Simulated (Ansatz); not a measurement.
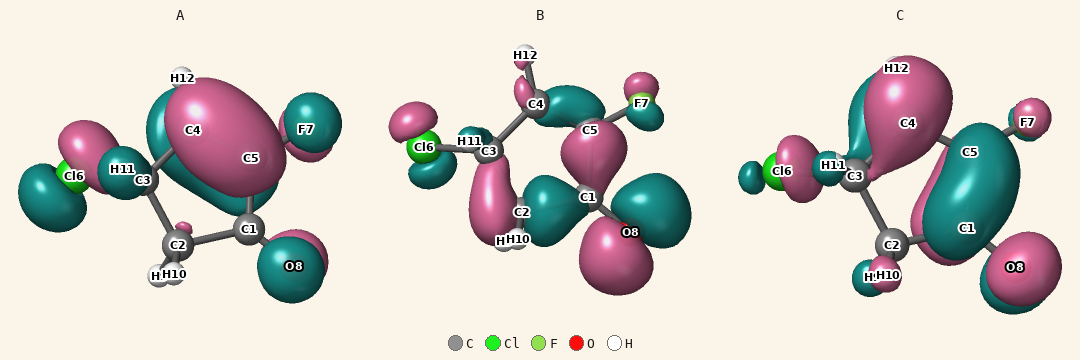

The picture shows: C$_{5}$H$_{4}$ClFO. Three frontier orbitals at ±0.1 Å⁻³ᐟ² (teal and pink are the two phases), in no order.

Geometry: PBE0-D3(BJ)/def2-SVP.

Computed with Ansatz 0.2.0, isolated molecule in a Gaussian basis; Kohn-Sham density functional theory, functional PBE0.

```yaml
atoms:
  - { symbol: C, position_ang: [-0.5793, -1.7391, -0.0460] }
  - { symbol: C, position_ang: [-0.9912, -0.2985, 0.2079] }
  - { symbol: C, position_ang: [0.3056, 0.4455, 0.5400] }
  - { symbol: C, position_ang: [1.4030, -0.5495, 0.3387] }
  - { symbol: C, position_ang: [0.9044, -1.7521, 0.0257] }
  - { symbol: Cl, position_ang: [0.5688, 1.8900, -0.5082] }
  - { symbol: F, position_ang: [1.5756, -2.8565, -0.1969] }
  - { symbol: O, position_ang: [-1.2933, -2.6814, -0.2600] }
  - { symbol: H, position_ang: [-1.4574, 0.1040, -0.7034] }
  - { symbol: H, position_ang: [-1.7425, -0.2481, 1.0092] }
  - { symbol: H, position_ang: [0.3094, 0.8410, 1.5660] }
  - { symbol: H, position_ang: [2.4585, -0.2994, 0.4519] }
```

### Order the three orbitals by energy and name them.

A is the HOMO−1 (−8.47 eV). Its weight (Hirshfeld) is mainly on C4 (about 30 %), C5 (about 25 %), Cl6 (about 10 %), F7 (about 10 %) and O8 (about 10 %). B is the HOMO (−7.96 eV). Its weight (Hirshfeld) is mainly on O8 (about 55 %), C1 (about 10 %), C2 (about 10 %) and C5 (about 10 %). C is the LUMO (−2.22 eV). Its weight (Hirshfeld) is mainly on C4 (about 25 %), C1 (about 20 %), O8 (about 20 %) and C5 (about 15 %).

### What is the HOMO–LUMO gap?

5.74 eV between the orbital energies.
